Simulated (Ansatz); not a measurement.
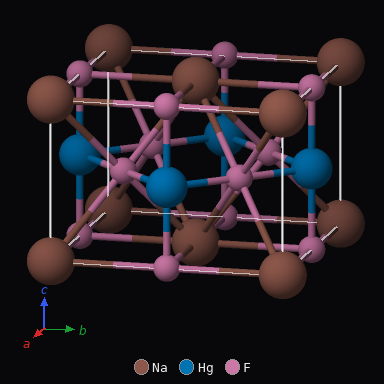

The figure gives a ball-and-stick picture of the atoms, viewed slightly off an axis. Thin lines show the conventional unit cell, with boundary atoms drawn in all their periodic places.

NaHgF3, space group Cmmm (No. 65), a = 6.235 Å, b = 6.490 Å, c = 4.499 Å, α = 90.00°, β = 90.00°, γ = 90.00°. The starting point was a structure type filled with these elements by a generator (whether the compound takes this form wasn't checked). The cell was then strained or its atoms displaced on purpose. It was run through Ansatz as a DFT input.

This one geometry was computed with Ansatz (DFT, plane waves, PAW) at three levels of theory: PBE, HSE06 and r2SCAN. It was relaxed with r2SCAN and then strained.

Which level gives the highest pressure at this volume, and what does that say about its equilibrium volume?

Answer. Highest: PBE (2.3 GPa), which points to the largest equilibrium volume. Lowest, with the smallest volume: HSE06 (0.5 GPa) and r2SCAN (0.0 GPa). Levels within 0.5 GPa of each other can't be told apart.

How does the band gap change with the level of theory?

Answer. PBE: a gap of 0.33 eV, indirect; r2SCAN: a gap of 0.88 eV, indirect; HSE06: a gap of 2.04 eV, indirect.

Collect the results in a table.

Answer.
| level | cutoff (eV) | k-mesh of the run's cell | gap (eV) | pressure (GPa) |
| --- | --- | --- | --- | --- |
| PBE | 420 | 6×6×6 | 0.33 | 2.3 |
| HSE06 | 420 | 4×4×4 | 2.04 | 0.5 |
| r2SCAN | 500 | 6×6×6 | 0.88 | 0.0 |

Gaps are taken on the k-mesh or band path of each run.
